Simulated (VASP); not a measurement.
Band structure of Sn (beta). Level of theory: PBE GGA with D3 dispersion (zero damping), VASP's PBE PAW potentials (set 64) (plane waves; VASP 6.6.1).

Unless said otherwise, spin-orbit coupling is left out, though it shifts the bands of the heavy elements here.

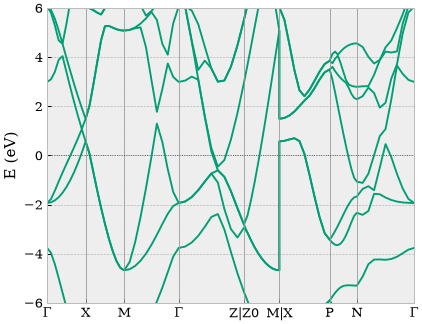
Figure: Bands along high-symmetry lines, zero at the valence-band maximum or, without a gap, the Fermi level

Question: Read the plot: is there a gap, and where are the band edges?

Answer: It has no gap at this level: it comes out as a metal or semimetal. (Edges off the drawn lines would not show.)

The compound is Sn in the beta structure. It was relaxed first.
